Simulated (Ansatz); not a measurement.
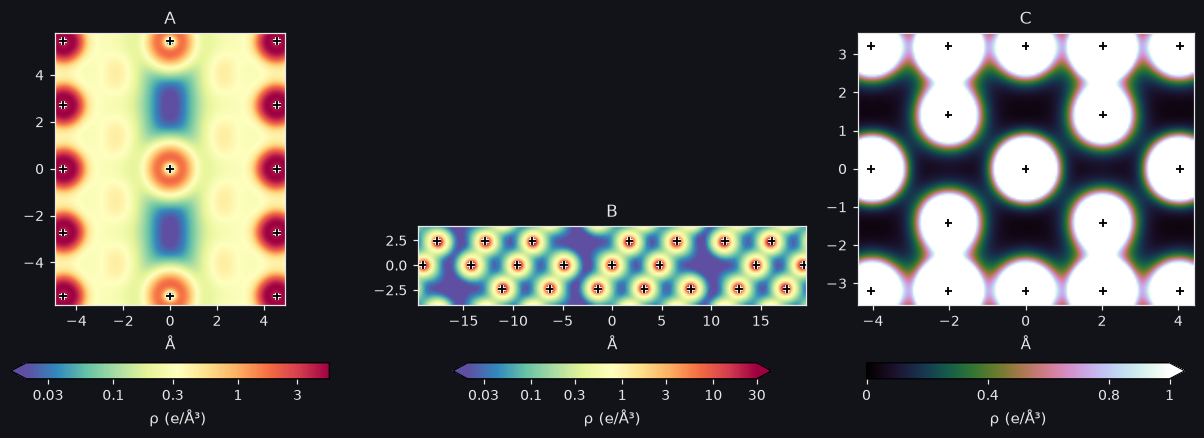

The valence electron density of 3 systems, each on a plane through atoms (crosses mark nuclei in the plane).

Method: DFT PBE, scalar-relativistic, plane waves, PAW in Ansatz 0.2.0.

System 1: CaRu$_{2}$O$_{5}$, the (100) plane of the conventional cell. Space group P4/mmm; a generated structure, not necessarily the stable one; changed on purpose from its base cell (volume × 0.97, shape and atoms relaxed); computed pressure about 2 GPa in this cell; the program warned that a starting moment wasn't kept; spin-polarised, but the moments vanished.

System 2: Sb$_{2}$Se$_{5}$, the (110) plane of the conventional cell. Space group R-3m; a structure from a database of computed crystals, not necessarily the ambient phase; a generated structure, not necessarily the stable one.

```xyz
21
Lattice="4.1825 0.0000 0.0000 -2.0913 3.6222 0.0000 0.0000 0.0000 38.4611" Properties=species:S:1:pos:R:3 pbc="T T T"
Sb    0.0000    0.0000    9.5611
Sb    2.0913    1.2074   22.3817
Sb    0.0000    2.4148   35.2019
Sb    2.0913    1.2074    3.2592
Sb    0.0000    2.4148   16.0794
Sb    0.0000    0.0000   28.9001
Se    0.0000    2.4148   11.3003
Se    0.0000    0.0000   24.1205
Se    2.0913    1.2074   36.9408
Se    0.0000    0.0000    4.7099
Se    2.0913    1.2074   17.5302
Se    0.0000    2.4148   30.3508
Se    0.0000    2.4148    1.5204
Se    0.0000    0.0000   14.3406
Se    2.0913    1.2074   27.1609
Se    2.0913    1.2074    8.1103
Se    0.0000    2.4148   20.9309
Se    0.0000    0.0000   33.7512
Se    0.0000    0.0000    0.0000
Se    2.0913    1.2074   12.8202
Se    0.0000    2.4148   25.6409
```

System 3: W$_{6}$Cl, the (110) plane of the conventional cell. Space group Pmmm; a generated structure, not necessarily the stable one; computed without spin polarisation.

```
W Cl
1.0
     3.11812    0.00000    0.00000
     0.00000    4.46636    0.00000
     0.00000    0.00000    9.14287
W Cl
6 1
Cartesian
  0.0000 0.0000 0.0000
  1.5591 0.0000 6.9159
  1.5591 0.0000 2.2270
  1.5591 2.2332 0.0000
  0.0000 2.2332 2.2046
  0.0000 2.2332 6.9383
  0.0000 0.0000 4.5714
```

Q: Match each panel to its system.

A: Panel A is system 3, W$_{6}$Cl: the plane holds W and Cl. W–W (2.72 Å): ρ is about 0.42 e/Å³ halfway. Panel B is system 2, Sb$_{2}$Se$_{5}$: the plane holds Sb and Se. Sb–Se (2.82 Å): ρ at the midpoint is about 0.35 e/Å³. Panel C is system 1, CaRu$_{2}$O$_{5}$: the plane holds Ca, Ru and O. Ru–O (1.79 Å): ρ at the midpoint is about 1.5 e/Å³.
